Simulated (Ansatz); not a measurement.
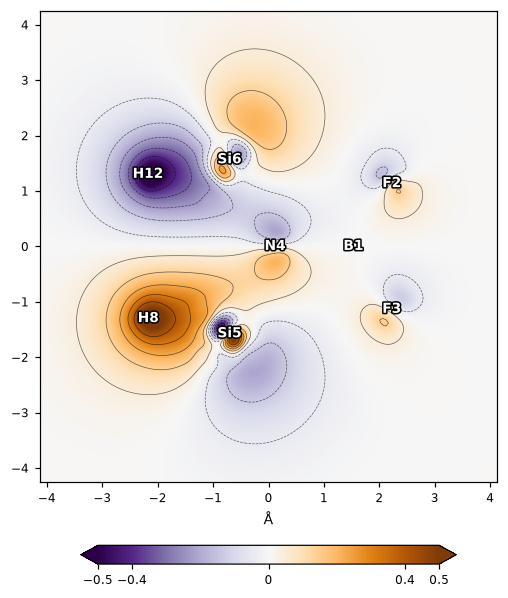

BF2H6NSi2 (SMILES FB(F)N([SiH3])[SiH3]). The HOMO−1 on the plane of atoms B1, N4 and Si6 (values in Å⁻³ᐟ²; the overall sign is arbitrary).

Geometry: PBE0-D4/def2-SVP.

These are results of isolated molecule in a Gaussian basis; Kohn-Sham density functional theory, functional PBE0 (Ansatz 0.2.0), not measurements.

```xyz
12

B    -0.0772    1.8230   -0.3552
F     0.1030    3.1387   -0.3065
F    -1.3300    1.3802   -0.3293
N     1.0176    0.9315   -0.4298
Si    0.6630   -0.8045   -0.4866
Si    2.6475    1.6282   -0.4561
H    -0.0660   -1.2303    0.7424
H     1.9670   -1.5209   -0.5670
H    -0.1618   -1.1309   -1.6849
H     2.9058    2.4041    0.7907
H     2.8141    2.5246   -1.6356
H     3.6121    0.4963   -0.5484
```

Where does this orbital lie, and at what energy?

Its weight (Hirshfeld) is mainly on Si6 (about 20 %), Si5 (about 20 %), H8 (about 15 %) and H12 (about 15 %). Its energy is −9.63 eV.
